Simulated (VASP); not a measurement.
Band structure of Mg$_{4}$Te$_{3}$S (space group Pmm2). These are r2SCAN meta-GGA, VASP's PBE PAW potentials (set 64) (plane waves; VASP) values and carry that method's errors.

Unless said otherwise, spin-orbit coupling is left out, though it shifts the bands of the heavy elements here.

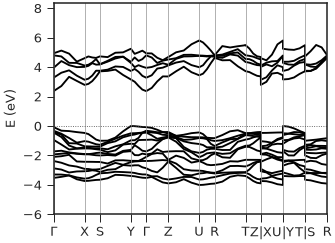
Fig. 1. Bands along high-symmetry lines, zero at the valence-band maximum or, without a gap, the Fermi level

**Question.** Read the plot: is there a gap, and where are the band edges?

**Answer.** The gap is indirect, 2.37 eV, from the valence maximum at Y to the conduction minimum at Γ.

The structure comes from a computed database's Mg4Te3S entry (Pmm2); how it stands against other phases isn't given here. It was relaxed first.
